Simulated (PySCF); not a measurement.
# CdH (CdH): the cost of one run

Computed with PySCF 2.14.0 and routines of our own; the level stands in each step. Atoms count from 0.

## 1. The system as given

2 atoms, charge 0, multiplicity 2; geometry from: GFN2-xTB.

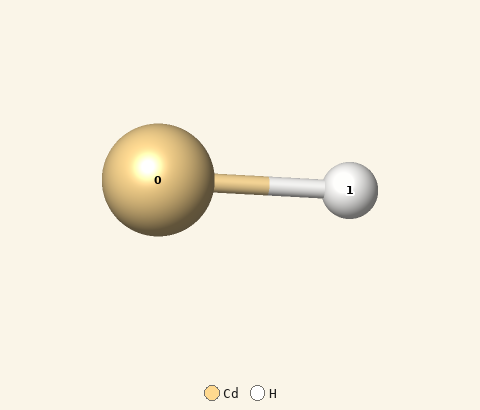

The starting geometry (cadmium orange, hydrogen white); sticks join atoms by distance alone.

## 2. Optimising the geometry at PBE0-D3(BJ)/def2-SVP

The job: settings as JSON, then the geometry in Å.

```
{"job": {"xc": "PBE0", "basis": "def2-SVP", "d3": "d3bj", "grid": 1, "maxiter": 30, "shake": 0.01, "kind": "geom"}, "charge": 0, "multiplicity": 2}
Cd     1.037330    -0.029640     0.002770
H     -1.019840     0.000830    -0.014900
```

Run with:

```console
$ OMP_NUM_THREADS=1 python heavy_run.py task.json out
```

This one command runs all jobs of the session in turn.

Q: Estimate the wall time and peak memory of this first job on 1 thread of Arm Neoverse V2, shared host.

About 2.5 s, with a peak of 0.24 GiB.
